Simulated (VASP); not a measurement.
Energy against volume of Na$_{2}$S (antifluorite). Computed with PBE GGA, VASP's PBE PAW potentials (set 64) (plane waves; VASP).

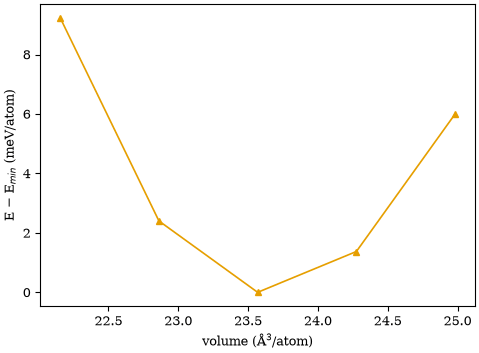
Fig. 1. Energy against volume

### Question
Estimate the equilibrium volume and the bulk modulus.

### Answer
The minimum lies near 23.6 Å³/atom, and the curvature gives B0 of about 28 GPa.

Measured: a 6.537 Å (computed value off by +0.5 %), as given by Some thermoelectric phenomena in copper chalcogenides replaced by lithium and sodium alkaline metals, Nanomaterials …. The calculation is for a static lattice, while the measured a holds thermal and zero-point effects, which are part of the difference.

The compound is Na2S in the antifluorite structure. It was relaxed first.
